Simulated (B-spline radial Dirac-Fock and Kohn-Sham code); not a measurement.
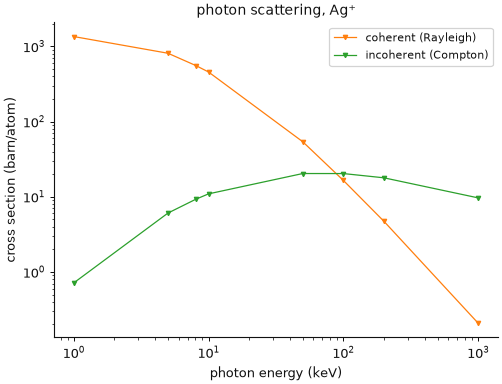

Coherent and incoherent photon scattering cross sections against photon energy, computed at the marked points and joined by straight lines. It refers to the ion Ag⁺ ([Kr] 4d9 5s1), which is not the ground configuration. Method: Thomson × f² and Klein–Nishina × S on Dirac–Fock densities, without anomalous dispersion (computed with a radial B-spline solver).

### Where does Compton scattering overtake Rayleigh scattering?

Between 50.0 keV and 100 keV.

### What are the two cross sections at 100.0 keV?

Coherent 16.5 b, incoherent 20.4 b.
